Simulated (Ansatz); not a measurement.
Consider H$_{6}$N$_{2}$Si···HBr.

Input file:

```
crystal:
  periodic: [false, false, false]
  atoms:
    - { symbol: Si, position_ang: [-0.197799, 0.071411, -0.047311] }
    - { symbol: H, position_ang: [-0.315821, -0.001884, 1.419663] }
    - { symbol: H, position_ang: [1.256017, 0.144679, -0.339279] }
    - { symbol: "N", position_ang: [-0.850812, 1.479416, -0.773378] }
    - { symbol: H, position_ang: [-1.834571, 1.685668, -0.739053] }
    - { symbol: H, position_ang: [-0.293879, 2.301094, -0.929817] }
    - { symbol: "N", position_ang: [-1.098859, -1.263426, -0.635437] }
    - { symbol: H, position_ang: [-1.028227, -2.159299, -0.181007] }
    - { symbol: H, position_ang: [-1.219728, -1.370471, -1.629357] }
    - { symbol: Br, position_ang: [1.415091, -2.62965, 1.532443] }
    - { symbol: H, position_ang: [0.741489, -1.398138, 2.046032] }
basis:
  gaussian: { orbitals: def2-SVP }
hamiltonian:
  xc: { name: BHLYP }
  dispersion: d4
relax:
  f_tol: 0.03
  max_steps: 50
output:
  orbitals: {}
```

Launched as:

```sh
ansatz run input.yaml --threads 4 --pin off --max-ram 5120MiB --backend cpu --events-out ev --progress --plain --runs-dir out
```

The fields are those of the run's last geometry, not of the input's.

Method: RKS BHLYP-D4/def2-SVP (Ansatz 0.2.0).

What will maps of the electron density and electron localisation function show?

N–H (1.01 Å): ρ is about 2.8 e/Å³ halfway; the ELF climbs to about 1 towards the hydrogen, as it does in any bond to H; a covalent bond by its length.
Br–H (1.42 Å): ρ at the midpoint is about 1.6 e/Å³; the ELF climbs to about 1 towards the hydrogen.

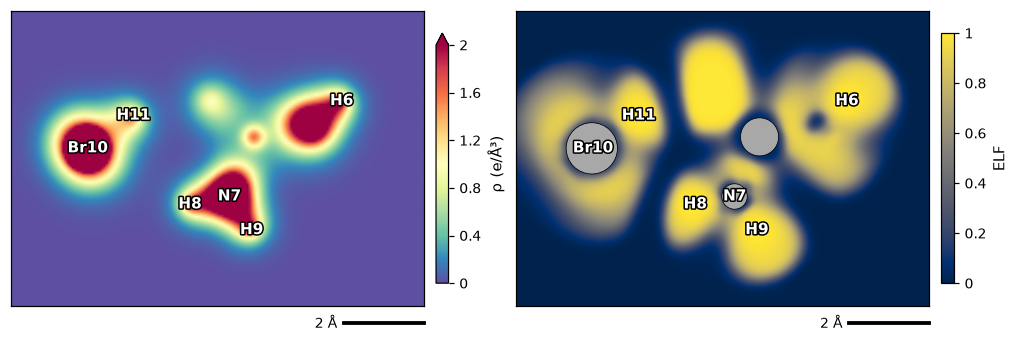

Computed electron density and electron localisation function on the plane of atoms H8, N7 and H9, in this order. Grey discs cover the atomic cores in the ELF map. 
